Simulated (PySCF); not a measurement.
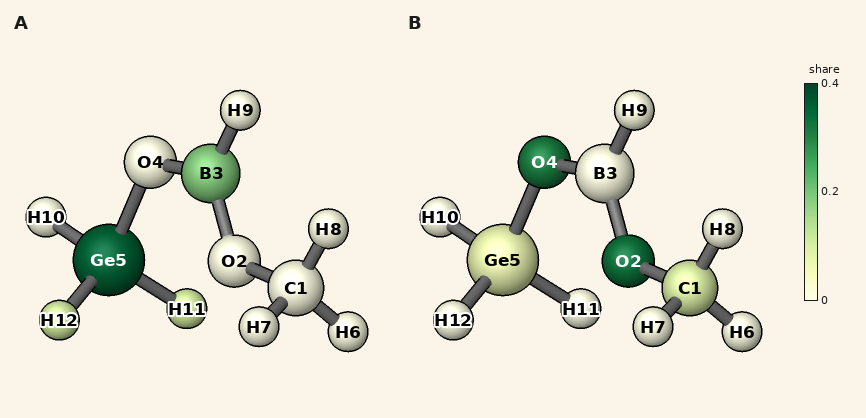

Each panel colours the atoms by their Löwdin share in one orbital (up to four of the largest shares; other atoms are shown as zero). Computed geometry: GFN2-xTB optimisation. No frequency run is at hand to confirm it as a minimum. Method: PBE0/def2-SVPD (PySCF 2.14.0).

> The panels show the HOMO, LUMO, in some order. Which is which?

A: LUMO, 0.33 eV; Ge5 0.36, B3 0.19, H12 0.10, H11 0.10
B: HOMO, −8.58 eV; O2 0.33, O4 0.31, C1 0.09, Ge5 0.07

The geometry is semi-empirical. Around B, Ge such bond lengths and angles can be off by a tenth of an ångström or more and by several degrees, and values that hang on the shape move with them.
